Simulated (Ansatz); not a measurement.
Input file:

```
crystal:
  periodic: [false, false, false]
  atoms:
    - {symbol: C, position_ang: [-1.234642, 0.309993, -0.399367]}
    - {symbol: C, position_ang: [0.005245, -0.004326, -0.000714]}
    - {symbol: N, position_ang: [0.747084, -1.066634, -0.506563]}
    - {symbol: N, position_ang: [0.716736, 0.689526, 0.972465]}
    - {symbol: H, position_ang: [-1.795198, -0.350254, -1.046623]}
    - {symbol: H, position_ang: [-1.703989, 1.231346, -0.083262]}
    - {symbol: H, position_ang: [1.197957, -1.613752, 0.213455]}
    - {symbol: H, position_ang: [0.230510, -1.646933, -1.148025]}
    - {symbol: H, position_ang: [1.672245, 0.880157, 0.704658]}
    - {symbol: H, position_ang: [0.247151, 1.519777, 1.296877]}
basis:
  gaussian: {orbitals: def2-TZVPP}
hamiltonian: {xc: pbe0, dispersion: d4}
output: {orbitals: {seedname: orbitals}}
```

Launched as:

```sh
ansatz run in.yaml --threads 2 --pin off --events-out ev --progress --plain --max-ram 4352MiB
```

Geometry: PBE0-D4/def2-TZVP.

All numbers below come from RKS PBE0-D4/def2-TZVPP (Ansatz).

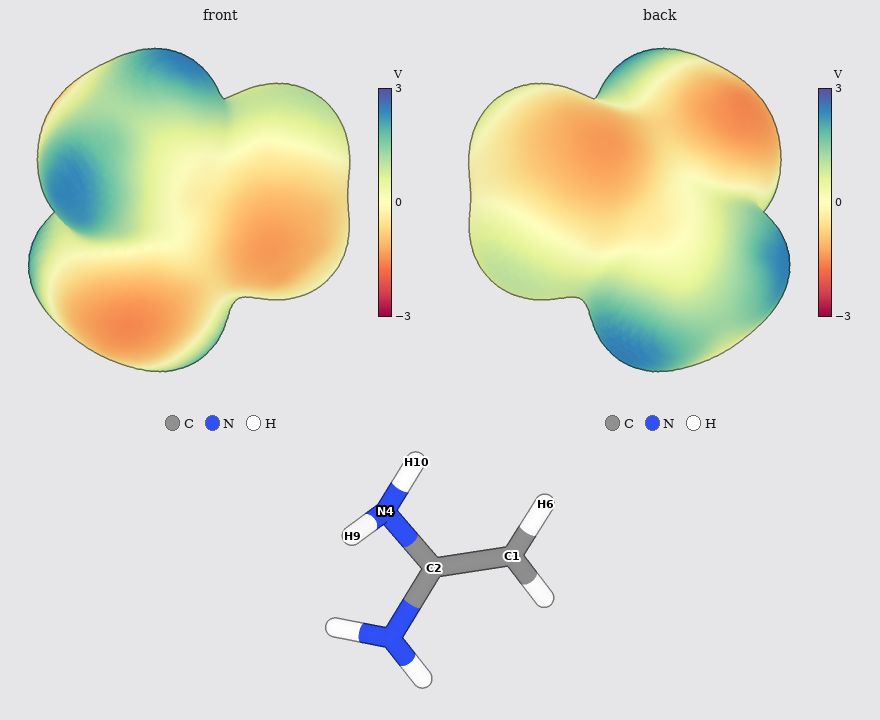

C$_{2}$H$_{6}$N$_{2}$. The molecular electrostatic potential painted on the density surface at 0.004 e/bohr³, seen from the front and from behind; the colour scale runs from red (negative) to blue (positive). The bare structure is drawn below in the same view.

Question: Where is the surface potential most negative and most positive?

Answer: The most negative region (about −1.5 V, or −35 kcal/mol for a unit charge) lies over N3 and N4, the most positive (about +2.5 V, or +58 kcal/mol for a unit charge) over H7, H8 and H10.
